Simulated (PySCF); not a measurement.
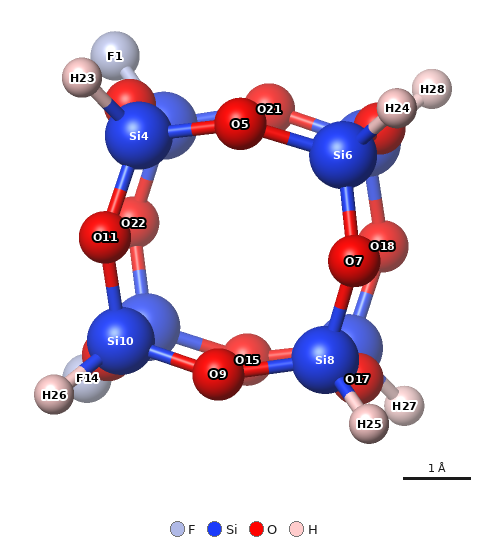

**Figure 1.** The input geometry (ball-and-stick view, seen at a tilt; atoms are numbered from 1 in the order of the input).

Run report: Si8H6O12F2, excited-state calculation

System: Si8H6O12F2.
Method: TDA CAM-B3LYP/def2-SVP, vertical, gas phase, core orbitals frozen in the response, virtual orbitals cut by energy (PySCF 2.14.0).

The geometry comes from this level: GFN2-xTB.

Input:
```
{"job": {"kind": "uv", "basis": "def2-SVP", "grid": 1, "kgrid": 0, "vcut": 1.5, "nstates": 6, "ntriplets": 2, "tda": true, "delta": ["ip_vertical"], "pop": true, "xc": "CAM-B3LYP"}, "charge": 0, "multiplicity": 1}
F     -0.429596    -4.035486     1.101427
Si    -0.271665    -2.508516     0.692388
O      0.559229    -1.808864     1.868986
Si     1.188462    -0.400708     2.364959
O      0.028335     0.701607     2.572713
Si    -1.137894     1.559647     1.851155
O     -0.527844     2.522517     0.705509
Si     0.272429     2.566473    -0.697815
O      1.753224     1.933197    -0.546066
Si     2.601143     0.607603    -0.188983
O      2.307184     0.119847     1.322539
O      2.278925    -0.579549    -1.243049
Si     1.114191    -1.516972    -1.816398
F      1.786640    -2.449610    -2.912717
O     -0.035036    -0.693562    -2.568477
Si    -1.193235     0.419909    -2.360152
O     -0.558741     1.819636    -1.867675
O     -2.309056    -0.110735    -1.319669
Si    -2.604577    -0.590088     0.194216
O     -2.282082     0.587650     1.249095
O     -1.755186    -1.924015     0.545197
O      0.525605    -2.512233    -0.701772
H      1.822469    -0.643840     3.635882
H     -1.751436     2.398613     2.850289
H      0.421505     3.949500    -1.076938
H      4.004063     0.912627    -0.308720
H     -1.820339     0.626107    -3.640974
H     -3.999259    -0.934340     0.303577
```

The first line tells a small driver script what to run in PySCF; the rest is the geometry in Å.

Hardware: 2 CPU threads, shared host.

Launched with:
```bash
OMP_NUM_THREADS=2 python <driver script> task.json out
```

What the program printed:
```
start: PBE on a coarse grid of 30231 points
cycle   1  E = -3417.3819236192  dE =  5.491e+00  |g| = 2.647e+00  |ddm| = 6.840e+00
cycle   2  E = -3414.4876983762  dE =  2.894e+00  |g| = 4.683e+00  |ddm| = 5.551e+00
cycle   3  E = -3418.6418471906  dE = -4.154e+00  |g| = 1.813e-01  |ddm| = 3.905e+00
cycle   4  E = -3418.6440417985  dE = -2.195e-03  |g| = 1.748e-01  |ddm| = 3.371e-01
cycle   5  E = -3418.6498031897  dE = -5.761e-03  |g| = 2.534e-02  |ddm| = 1.376e-01
cycle   6  E = -3418.6499442370  dE = -1.410e-04  |g| = 1.035e-02  |ddm| = 3.526e-02
cycle   7  E = -3418.6499636965  dE = -1.946e-05  |g| = 2.835e-03  |ddm| = 9.289e-03
final grid: 128009 points
cycle   8  E = -3421.4363647786  dE = -1.604e-02  |g| = 1.643e-01  |ddm| = 4.164e-01
cycle   9  E = -3421.4355953843  dE =  7.694e-04  |g| = 1.757e-01  |ddm| = 2.186e-01
cycle  10  E = -3421.4409437992  dE = -5.348e-03  |g| = 9.484e-03  |ddm| = 1.170e-01
cycle  11  E = -3421.4409639617  dE = -2.016e-05  |g| = 3.528e-03  |ddm| = 1.046e-02
cycle  12  E = -3421.4409676949  dE = -3.733e-06  |g| = 1.194e-03  |ddm| = 3.434e-03
cycle  13  E = -3421.4409628069  dE =  4.888e-06  |g| = 1.102e-04  |ddm| = 8.975e-04
cycle  14  E = -3421.4409628152  dE = -8.240e-09  |g| = 5.682e-05  |ddm| = 1.839e-04
converged SCF energy = -3421.4409628152
Vertical ionisation energy (delta-SCF) = 11.7034 eV   <S^2> = 0.755

Static polarisability (au): isotropic 139.550, principal 137.961 139.723 140.968

Singlet excitations
state   eV       nm        f      main configurations
  1   8.1918    151.4   0.00000   H->L 0.94
  2   8.9726    138.2   0.00020   H-5->L 0.90
  3   8.9933    137.9   0.00000   H-6->L 0.89
  4   9.0111    137.6   0.00002   H-7->L 0.84
  5   9.1751    135.1   0.00083   H-2->L 0.88
  6   9.1812    135.0   0.03786   H-1->L 0.88

Triplet excitations (Tamm-Dancoff, eV): 8.0235 8.6368
```

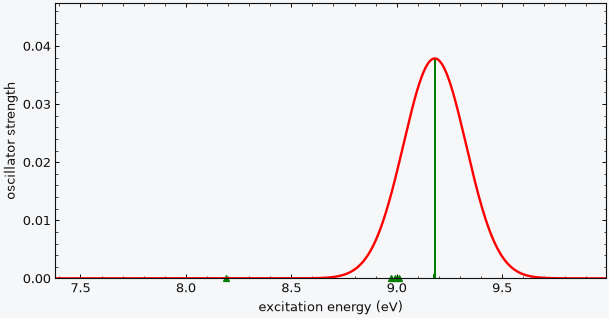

**Figure 2.** Computed excitations as sticks (degenerate states added up, dark ones marked on the axis), with a Gaussian envelope of 0.35 eV full width at half maximum, scaled to the tallest. Of the 6 states the lowest lies at 8.19 eV (f = 0.000); the strongest line is at 9.18 eV, or 135 nm (f = 0.038).

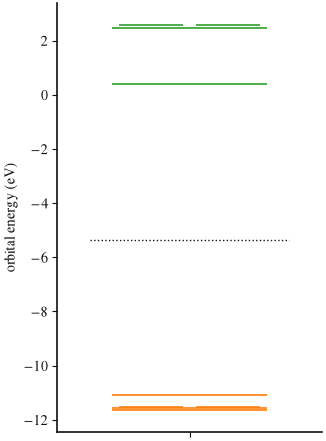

**Figure 3.** Orbital energies near the frontier; the dotted line parts filled from empty levels, and levels within 0.02 eV of each other stand side by side. Highest filled −11.08 eV, lowest empty 0.38 eV, 11.46 eV apart.

Key numbers:

| quantity | value |
| --- | --- |
| outcome | converged |
| total energy | −3421.440963 hartree |
| HOMO | −11.08 eV |
| LUMO | 0.38 eV |
| dipole moment | 3.13 D |
| mean polarisability | 139.55 a.u. |
| vertical ionisation energy | 11.70 eV |
| lowest singlet excitation | 8.19 eV |
| wall time | 3.9 min (CPU time 7.5 min) |
| peak memory | 1.6 GiB |
